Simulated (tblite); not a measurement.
## Geometry relaxation, with input and output: C7H11BSi (part 1 of 4)

C7H11BSi, computed with GFN2-xTB geometry optimisation, gas phase (tblite 0.8.0).

It belongs to a series of runs on one base structure; here: constitutional isomer.

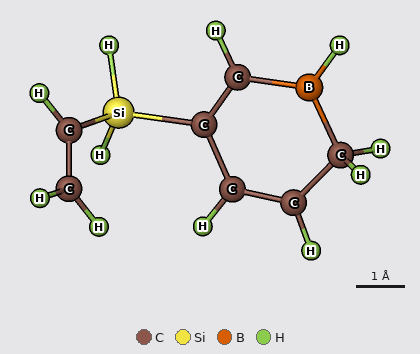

Figure 1. The structure as given in the input (ball-and-stick view, seen on its broad side). Bond lengths as drawn: B–C 1.56 to 1.59 Å, B–H 1.18 Å, C–C 1.33 to 1.51 Å, C–H 1.07 to 1.11 Å, C–Si 1.85 to 1.86 Å and H–Si 1.46 to 1.48 Å.

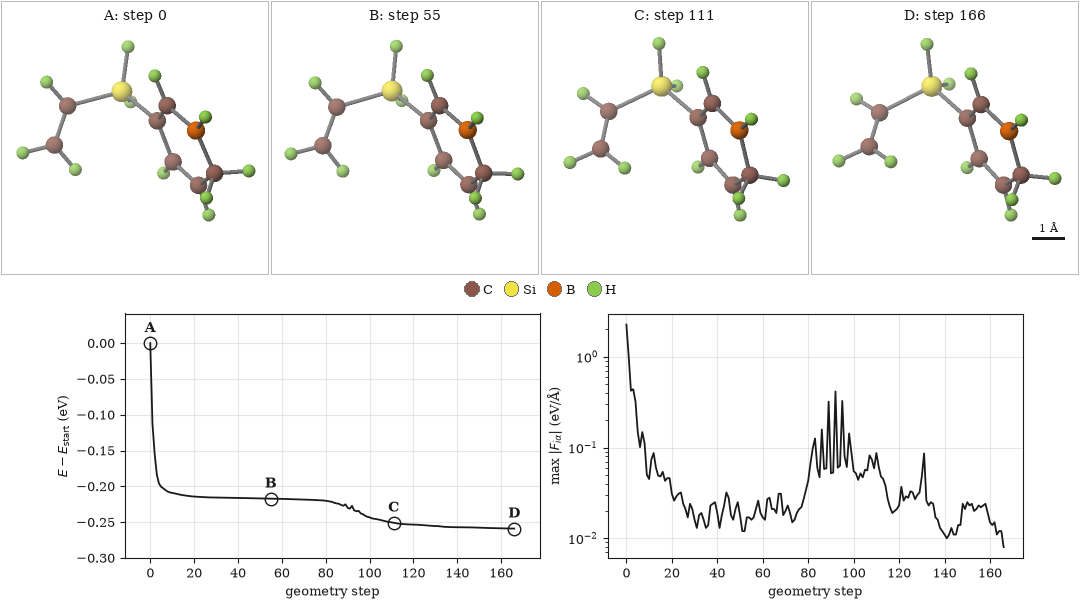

Figure 2. Frames of the relaxation (ball-and-stick view, seen at a tilt) above the curves, on which the letters mark them (steps are counted from 0).

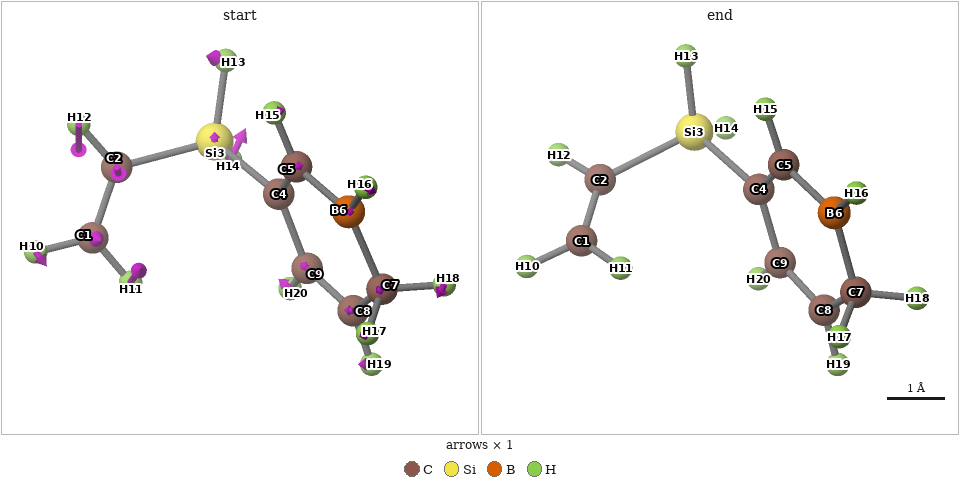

Figure 3. Before (left) and after (right) the relaxation, at one scale (ball-and-stick view, seen at a tilt). The pink arrows give the displacements, at true length. H12 moves most after the best rigid fit: 1.53 Å. Largest moves by element: H 1.53 Å, C 0.51 Å, Si 0.18 Å, B 0.11 Å. Among the contacts that change: C4–C9 1.494 → 1.443 Å, C5–B6 1.564 → 1.524 Å, Si3–C4 1.855 → 1.893 Å, C4–C5 1.328 → 1.363 Å. Among the angles that change: H17–C7–H18 108.2° → 103.2°, C4–C5–H15 121.0° → 116.7°, C1–C2–Si3 120.7° → 125.0°. The energy falls by 0.259 eV in 166 geometry steps. Largest force component: 2.3 eV/Å at the start, 0.008 eV/Å at the end. (Atoms are counted from 1 in the order of the input.)

The input that produced these results follows, with the program's output.

Input file
```
{"job": {"kind": "relax", "xc": "GFN2-xTB", "basis": "xTB"}, "charge": 0, "multiplicity": 1}
C      2.438100    -0.692000    -1.949400
C      2.493100     0.517800    -1.386600
Si     1.911100     0.780400     0.353300
C      0.101500     0.380900     0.439000
C     -0.804500     1.310200     0.156500
B     -2.331400     0.972700     0.185500
C     -2.753200    -0.496300     0.623000
C     -1.566500    -1.405300     0.866300
C     -0.286600    -1.018000     0.791100
H      2.780100    -0.828400    -2.960100
H      2.018600    -1.543600    -1.415600
H      2.904800     1.349200    -1.927100
H      2.104600     2.192200     0.734300
H      2.661300    -0.080400     1.267000
H     -0.502900     2.323600    -0.122300
H     -3.141100     1.797700    -0.040600
H     -3.391300    -0.931500    -0.166400
H     -3.350600    -0.438300     1.560900
H     -1.780100    -2.437800     1.127000
H      0.489900    -1.742400     0.993400
```

The first line tells a small driver script what to run in tblite; the rest is the geometry in Å.

Command:
```bash
OMP_NUM_THREADS=1 python <driver script> task.json out
```

Log
```
step      E/eV     max force
  0    -638.11188    2.402
  1    -638.22411    1.158
  2    -638.26647    0.496
  3    -638.29566    0.474
  4    -638.30823    0.340
  5    -638.31255    0.151
  6    -638.31488    0.105
  7    -638.31722    0.167
  8    -638.31922    0.124
  9    -638.32038    0.055
 10    -638.32100    0.060
 11    -638.32158    0.095
 12    -638.32231    0.099
 13    -638.32309    0.067
 14    -638.32375    0.057
 15    -638.32425    0.061
 16    -638.32469    0.068
 17    -638.32513    0.047
 18    -638.32554    0.051
 19    -638.32588    0.050
 20    -638.32614    0.037
 21    -638.32635    0.027
 22    -638.32653    0.034
 23    -638.32671    0.042
 24    -638.32690    0.040
 25    -638.32708    0.026
 26    -638.32723    0.023
 27    -638.32733    0.021
 28    -638.32740    0.026
 29    -638.32747    0.022
 30    -638.32754    0.021
 31    -638.32759    0.015
 32    -638.32763    0.020
 33    -638.32767    0.023
 34    -638.32771    0.019
 35    -638.32776    0.014
 36    -638.32780    0.015
 37    -638.32785    0.024
 38    -638.32792    0.031
 39    -638.32800    0.031
 40    -638.32807    0.022
 41    -638.32812    0.016
 42    -638.32816    0.020
 43    -638.32823    0.030
 44    -638.32832    0.037
 45    -638.32844    0.033
 46    -638.32853    0.020
 47    -638.32859    0.019
 48    -638.32864    0.024
 49    -638.32870    0.026
 50    -638.32876    0.019
 51    -638.32881    0.014
 52    -638.32886    0.013
 53    -638.32891    0.018
 54    -638.32896    0.017
 55    -638.32902    0.017
 56    -638.32907    0.020
 57    -638.32913    0.024
 58    -638.32921    0.030
 59    -638.32929    0.023
 60    -638.32937    0.019
 61    -638.32946    0.020
 62    -638.32955    0.028
 63    -638.32965    0.030
 64    -638.32974    0.022
 65    -638.32982    0.023
 66    -638.32990    0.022
 67    -638.33002    0.035
 68    -638.33016    0.034
 69    -638.33029    0.023
 70    -638.33038    0.028
 71    -638.33045    0.030
 72    -638.33053    0.026
 73    -638.33067    0.018
 74    -638.33077    0.018
 75    -638.33093    0.022
 76    -638.33108    0.028
 77    -638.33122    0.025
 78    -638.33140    0.028
 79    -638.33160    0.036
 80    -638.33197    0.047
 81    -638.33251    0.069
 82    -638.33307    0.110
 83    -638.33359    0.151
 84    -638.33495    0.063
 85    -638.33573    0.048
 86    -638.33614    0.215
 87    -638.33788    0.060
 88    -638.33895    0.063
 89    -638.33695    0.411
 90    -638.34174    0.067
 91    -638.34310    0.067
 92    -638.33911    0.478
 93    -638.34546    0.065
 94    -638.34659    0.065
 95    -638.34611    0.366
 96    -638.34971    0.084
 97    -638.35086    0.074
 98    -638.35292    0.209
 99    -638.35442    0.098
100    -638.35505    0.059
101    -638.35649    0.054
102    -638.35709    0.045
103    -638.35762    0.054
104    -638.35810    0.054
105    -638.35882    0.063
106    -638.35962    0.072
107    -638.36046    0.087
108    -638.36114    0.076
109    -638.36168    0.064
110    -638.36215    0.089
111    -638.36268    0.066
112    -638.36341    0.058
113    -638.36385    0.056
114    -638.36432    0.046
115    -638.36455    0.033
116    -638.36471    0.028
117    -638.36488    0.023
118    -638.36506    0.024
119    -638.36520    0.025
120    -638.36530    0.025
121    -638.36538    0.043
122    -638.36549    0.036
123    -638.36572    0.040
124    -638.36590    0.038
125    -638.36613    0.037
126    -638.36636    0.039
127    -638.36661    0.039
128    -638.36686    0.035
129    -638.36712    0.033
130    -638.36738    0.056
131    -638.36720    0.091
132    -638.36778    0.029
133    -638.36794    0.026
134    -638.36840    0.025
135    -638.36854    0.032
136    -638.36872    0.021
137    -638.36880    0.019
138    -638.36887    0.016
139    -638.36894    0.018
140    -638.36899    0.015
141    -638.36902    0.011
142    -638.36904    0.013
143    -638.36907    0.016
144    -638.36909    0.015
145    -638.36913    0.013
146    -638.36918    0.015
147    -638.36926    0.017
148    -638.36934    0.024
149    -638.36943    0.022
150    -638.36954    0.026
151    -638.36969    0.027
152    -638.36984    0.024
153    -638.36995    0.020
154    -638.37002    0.023
155    -638.37011    0.026
156    -638.37021    0.032
157    -638.37034    0.029
158    -638.37047    0.027
159    -638.37057    0.021
160    -638.37063    0.017
161    -638.37068    0.014
162    -638.37072    0.015
163    -638.37075    0.012
164    -638.37078    0.013
165    -638.37080    0.013
166    -638.37082    0.009
```

Trajectory as extended XYZ (Å, eV, eV/Å), 41 of the 167 frames kept, from step=0 to step=166
```
20
Properties=species:S:1:pos:R:3:forces:R:3 step=0 energy=-638.11188
C     2.4381   -0.6920   -1.9494   -0.0730   0.6600   0.2300
C     2.4931    0.5178   -1.3866    0.0490  -0.9620  -0.4070
Si    1.9111    0.7804    0.3533    0.6260   0.5760   0.7240
C     0.1015    0.3809    0.4390    0.3310  -2.1810   0.6180
C    -0.8045    1.3102    0.1565   -2.2610   0.6970  -0.4120
B    -2.3314    0.9727    0.1855    0.4820   0.1710   0.2280
C    -2.7532   -0.4963    0.6230    0.7420   0.1290   0.0330
C    -1.5665   -1.4053    0.8663   -0.4000   0.2360  -0.0480
C    -0.2866   -1.0180    0.7911   -0.4030   1.2600  -0.3350
H     2.7801   -0.8284   -2.9601   -0.0060  -0.3140  -0.0930
H     2.0186   -1.5436   -1.4156    0.2180   0.2600  -0.3190
H     2.9048    1.3492   -1.9271    0.0980   0.0990  -0.2480
H     2.1046    2.1922    0.7343    0.0190  -0.0860  -0.0260
H     2.6613   -0.0804    1.2670    0.0900  -0.0870   0.1030
H    -0.5029    2.3236   -0.1223    0.1780  -0.3420   0.1530
H    -3.1411    1.7977   -0.0406    0.0350  -0.1470  -0.0220
H    -3.3913   -0.9315   -0.1664    0.0750  -0.0290   0.4790
H    -3.3506   -0.4383    1.5609    0.1780  -0.2090  -0.6070
H    -1.7801   -2.4378    1.1270   -0.0930   0.0630  -0.0120
H     0.4899   -1.7424    0.9934    0.1150   0.2070  -0.0440
20
Properties=species:S:1:pos:R:3:forces:R:3 step=4 energy=-638.30823
C     2.4358   -0.6832   -1.9618    0.0330   0.3210   0.1070
C     2.5010    0.5097   -1.3845    0.0230  -0.2210  -0.0490
Si    1.9275    0.7975    0.3849   -0.1210  -0.1090  -0.0050
C     0.0834    0.3546    0.4491    0.2260  -0.0460   0.0570
C    -0.8501    1.2974    0.1493   -0.0080   0.0910  -0.0100
B    -2.3320    0.9820    0.1998   -0.0420  -0.0070  -0.0030
C    -2.7201   -0.4828    0.6174   -0.0790  -0.0130  -0.0110
C    -1.5800   -1.3966    0.8647    0.0340   0.0040  -0.0190
C    -0.3055   -0.9950    0.7849    0.0360   0.1390  -0.0190
H     2.7780   -0.8527   -2.9670    0.0040  -0.1000  -0.1430
H     2.0318   -1.5315   -1.4359    0.0130  -0.0730  -0.0540
H     2.9073    1.3441   -1.9408    0.0180  -0.0190  -0.0460
H     2.1081    2.2019    0.7373    0.0350   0.1210   0.0600
H     2.6735   -0.0895    1.2807    0.0570  -0.0140   0.0930
H    -0.4935    2.2914   -0.1095    0.0470  -0.0810   0.0340
H    -3.1430    1.7863   -0.0415   -0.1700   0.0400  -0.0130
H    -3.3822   -0.9322   -0.1299   -0.0270  -0.0670  -0.0080
H    -3.3389   -0.4530    1.5214   -0.0400  -0.0310   0.0340
H    -1.7878   -2.4277    1.1249   -0.1200   0.0040  -0.0010
H     0.4814   -1.7101    0.9857    0.0830   0.0610  -0.0030
20
Properties=species:S:1:pos:R:3:forces:R:3 step=8 energy=-638.31922
C     2.4392   -0.6777   -1.9685    0.0100  -0.0950  -0.0410
C     2.5079    0.5062   -1.3822    0.0190  -0.0030  -0.0210
Si    1.9287    0.7946    0.3910    0.1120   0.0530   0.0000
C     0.0902    0.3581    0.4541   -0.1020   0.0420   0.0000
C    -0.8508    1.2967    0.1520   -0.0210   0.0150   0.0210
B    -2.3396    0.9856    0.1990   -0.0340   0.0020  -0.0110
C    -2.7257   -0.4836    0.6159    0.0000   0.0150  -0.0110
C    -1.5775   -1.3926    0.8617   -0.0780   0.0010   0.0120
C    -0.3029   -0.9873    0.7857    0.0230  -0.0540   0.0280
H     2.7749   -0.8646   -2.9783   -0.0170   0.0480   0.0000
H     2.0382   -1.5345   -1.4497    0.0120  -0.0220  -0.0250
H     2.9096    1.3394   -1.9455    0.0160   0.0040   0.0220
H     2.1125    2.2103    0.7443    0.0110  -0.0740   0.0040
H     2.6812   -0.0894    1.2945   -0.0080   0.0470   0.0180
H    -0.4839    2.2838   -0.1049    0.0070   0.0500  -0.0010
H    -3.1648    1.7865   -0.0421    0.0070  -0.0540   0.0170
H    -3.3863   -0.9433   -0.1284    0.0030  -0.0200   0.0090
H    -3.3437   -0.4595    1.5227    0.0030  -0.0170  -0.0100
H    -1.8036   -2.4220    1.1231    0.0140   0.0530  -0.0240
H     0.4913   -1.6959    0.9844    0.0220   0.0090   0.0120
20
Properties=species:S:1:pos:R:3:forces:R:3 step=12 energy=-638.32231
C     2.4425   -0.6841   -1.9739    0.0010   0.0230  -0.0010
C     2.5135    0.4995   -1.3846    0.0000  -0.0290   0.0170
Si    1.9360    0.7947    0.3894   -0.0870  -0.0460  -0.0090
C     0.0862    0.3631    0.4572    0.0410   0.0000  -0.0020
C    -0.8551    1.3022    0.1560    0.0170   0.0030   0.0080
B    -2.3447    0.9861    0.1976    0.0300   0.0030   0.0140
C    -2.7288   -0.4825    0.6137    0.0190  -0.0220   0.0030
C    -1.5799   -1.3883    0.8621    0.0380  -0.0050   0.0000
C    -0.3033   -0.9862    0.7894    0.0120   0.0650  -0.0040
H     2.7717   -0.8603   -2.9866    0.0010   0.0130  -0.0280
H     2.0421   -1.5426   -1.4583    0.0140  -0.0210  -0.0220
H     2.9138    1.3372   -1.9435    0.0110  -0.0300   0.0060
H     2.1177    2.2047    0.7487    0.0240   0.0060  -0.0010
H     2.6834   -0.0809    1.3037   -0.0010   0.0210   0.0120
H    -0.4822    2.2889   -0.1025   -0.0470   0.0050   0.0150
H    -3.1741    1.7793   -0.0402   -0.0240   0.0100  -0.0090
H    -3.3875   -0.9505   -0.1269   -0.0020   0.0020  -0.0090
H    -3.3454   -0.4639    1.5214   -0.0060   0.0130  -0.0040
H    -1.8082   -2.4157    1.1194    0.0080  -0.0300   0.0030
H     0.4971   -1.6901    0.9869   -0.0500   0.0190   0.0110
20
Properties=species:S:1:pos:R:3:forces:R:3 step=17 energy=-638.32513
C     2.4456   -0.6901   -1.9834   -0.0030  -0.0030  -0.0040
C     2.5184    0.4866   -1.3815   -0.0050  -0.0030  -0.0040
Si    1.9320    0.7891    0.3881    0.0430   0.0180   0.0060
C     0.0848    0.3718    0.4590   -0.0230   0.0060   0.0090
C    -0.8585    1.3100    0.1627   -0.0330   0.0140   0.0000
B    -2.3470    0.9867    0.2008   -0.0320  -0.0120   0.0010
C    -2.7276   -0.4853    0.6113   -0.0240   0.0170  -0.0060
C    -1.5772   -1.3865    0.8627   -0.0310   0.0000  -0.0020
C    -0.3040   -0.9750    0.7939   -0.0160  -0.0350   0.0000
H     2.7688   -0.8504   -3.0012    0.0140   0.0000  -0.0020
H     2.0516   -1.5570   -1.4771   -0.0050  -0.0170  -0.0240
H     2.9216    1.3245   -1.9374    0.0020   0.0000   0.0100
H     2.1299    2.1963    0.7499    0.0040   0.0300  -0.0240
H     2.6832   -0.0659    1.3166   -0.0060  -0.0320   0.0160
H    -0.4949    2.2994   -0.0953   -0.0070   0.0100   0.0100
H    -3.1856    1.7720   -0.0405    0.0250   0.0000   0.0010
H    -3.3867   -0.9558   -0.1280    0.0120   0.0130  -0.0070
H    -3.3471   -0.4640    1.5176    0.0080   0.0030  -0.0020
H    -1.8045   -2.4160    1.1161    0.0380  -0.0020   0.0060
H     0.4919   -1.6797    0.9948    0.0380  -0.0050   0.0160
20
Properties=species:S:1:pos:R:3:forces:R:3 step=21 energy=-638.32635
C     2.4463   -0.6933   -1.9895    0.0060  -0.0130   0.0030
C     2.5192    0.4792   -1.3792    0.0020  -0.0050  -0.0020
Si    1.9342    0.7892    0.3908   -0.0240  -0.0060  -0.0020
C     0.0815    0.3768    0.4617    0.0120   0.0000   0.0100
C    -0.8643    1.3140    0.1668    0.0150  -0.0130   0.0110
B    -2.3519    0.9859    0.2025    0.0160   0.0040  -0.0100
C    -2.7301   -0.4864    0.6101    0.0130  -0.0110   0.0010
C    -1.5782   -1.3866    0.8623    0.0230   0.0060   0.0050
C    -0.3054   -0.9727    0.7956    0.0160   0.0210   0.0030
H     2.7710   -0.8461   -3.0083    0.0150   0.0110   0.0030
H     2.0554   -1.5670   -1.4929   -0.0210  -0.0080  -0.0030
H     2.9257    1.3173   -1.9323   -0.0030   0.0130   0.0080
H     2.1372    2.1993    0.7435    0.0010   0.0050  -0.0260
H     2.6808   -0.0660    1.3254   -0.0200  -0.0110  -0.0050
H    -0.5046    2.3060   -0.0888   -0.0010  -0.0110   0.0120
H    -3.1879    1.7712   -0.0415   -0.0070   0.0100  -0.0010
H    -3.3853   -0.9556   -0.1324   -0.0140  -0.0010   0.0000
H    -3.3480   -0.4626    1.5168   -0.0110  -0.0190  -0.0050
H    -1.7951   -2.4182    1.1164   -0.0120   0.0100   0.0010
H     0.4941   -1.6739    1.0019   -0.0060   0.0170  -0.0050
```
